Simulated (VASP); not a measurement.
Consider the following.

```yaml
crystal:
  lattice:
    - [4.89886, 0.00000, 0.00000]
    - [-2.44943, 4.24253, 0.00000]
    - [0.00000, 0.00000, 8.65456]
  atoms:
    - { symbol: Tl, position: [0.00000, 0.00000, 0.00000] }
    - { symbol: Tl, position: [0.00000, 0.00000, 0.50000] }
    - { symbol: I, position: [0.33333, 0.66667, 0.25000] }
    - { symbol: I, position: [0.66667, 0.33333, 0.75000] }
```

The numbers are results of PBE GGA, VASP's PBE PAW potentials (set 64) (plane waves; VASP), not measurements. Settings: 400 eV cut-off, 6×6×3 Γ-centred mesh, tetrahedra with Blöchl corrections, potentials Tl_d I.

Unless said otherwise, spin-orbit coupling is left out, though it shifts the bands of the heavy elements here.

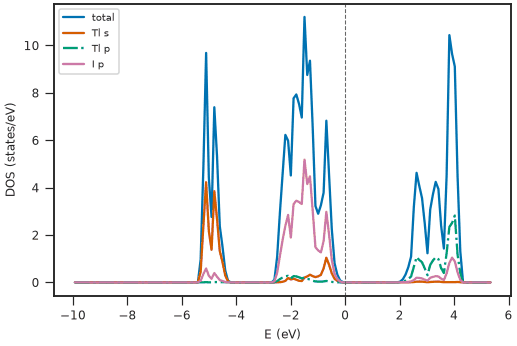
Fig. 1. Total and projected density of states, zero at the valence-band maximum

Within 2 eV below the valence-band maximum the largest weight inside VASP's projection spheres is I p.

The gap is direct, 1.84 eV, from the valence maximum at Γ to the conduction minimum at Γ.

The structure was generated: TlI was put into the NiAs type type (P6_3/mmc), which need not be its known phase. It was relaxed first, which changed the volume by +61 %.
